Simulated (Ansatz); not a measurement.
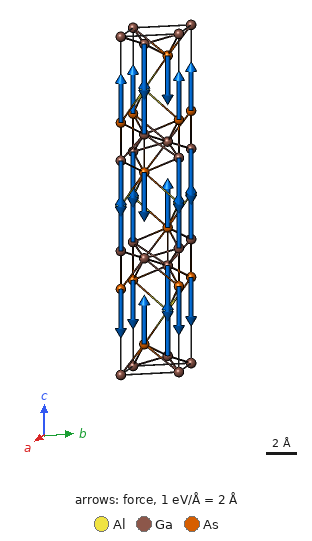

Starting geometry of crystalline AlGa3As2 (a generated structure, set up in R-3m) (coarse preliminary run) with the computed forces as blue arrows. The picture is a ball-and-stick view of the conventional cell (3 times the calculation's cell), seen slightly off an axis. Lengths and directions refer to the drawn axes.

These are results of DFT PBE, scalar-relativistic, plane waves, PAW in Ansatz, not measurements. Settings: plane-wave cutoff 420 eV; k-point mesh 6 × 6 × 6; occupations gaussian; smearing width 0.1 eV; no spin polarisation; cell and atoms relaxed; force threshold 0.04 eV/Å; at most 70 steps.

**What follows when this structure is relaxed?**

It isn't relaxed: the largest force vector, on Ga atoms, is 1.93 eV/Å. The atoms end up moving mostly along the starting forces (cosine between the two patterns 0.98). The largest moves relative to the cell, 0.96 Å, are those of As atoms. By element the largest moves are As 0.96 Å, Ga 0.74 Å. Al stays in place. The volume changes by +4.9 %, with a = b 4.143 → 3.899 Å (−5.9 %), c 23.158 → 27.439 Å (+18.5 %). Near-neighbour distances that change, for instance: As–Ga 2.604 → 4.784 Å, Ga–Ga 2.842 → 3.986 Å, As–Ga 3.016 → 3.863 Å, Al–As 3.133 → 2.669 Å. Bonds break: As–Ga (2.60 → 4.78 Å). Bond angles that change, for instance: Ga–Ga–Ga 111.1° → 88.7°, Ga–Ga–Ga 68.9° → 91.3°, Ga–Ga–As 71.9° → 89.4°. The space group stays R-3m (No. 166). Over 10 accepted moves (13 points after the start) the energy falls by 3.473 eV per cell of the calculation. Largest force component: 1.9 eV/Å at the start, 0.0064 eV/Å at the end. The pressure goes from 14.56 to 0.04 GPa. The line search rejected the trial step at point 9 of the run. At 2 points the geometry stayed and the basis and grid were re-selected for the new cell (energy shift of 24.3 meV per cell of the calculation at most each time). The run took 2.8 min on 1 thread of AMD EPYC 7R43 64-Core Processor (Zen 3), on a shared host, peak memory 0.53 GiB.
